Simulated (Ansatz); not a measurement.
# Alloy series in BP

Take BP in the zinc blende structure (space group F-43m, No. 216; a = 4.548 Å) as the base.

The other end (x = 1) is AlP in the zinc blende structure (space group F-43m, No. 216): 20.89 Å³/atom, gap 1.63 eV.

Al replaces a fraction x of B; each row is one arrangement (x, atoms in the cell, starting space group or random), fully relaxed.

The values are results of DFT with PBE, PAW potentials and a 420 eV plane-wave cutoff in Ansatz (a quantum-chemistry and plane-wave program), no SOC, not measurements.

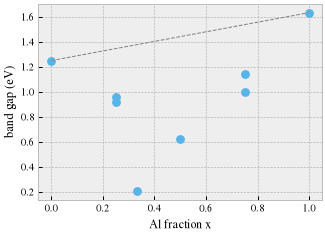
Figure: Band gap against Al fraction x; the dashed line joins the ends

Task: From the plot, what is the band gap for x(Al) = 0.5, 4 atoms, R3m?

Result: About 0.6 eV.

Each cell is one ordered arrangement of few atoms, which overstates ordering effects compared with a random alloy. Semilocal Kohn–Sham gaps tend to fall short of experiment. Stability against distortions was not tested.
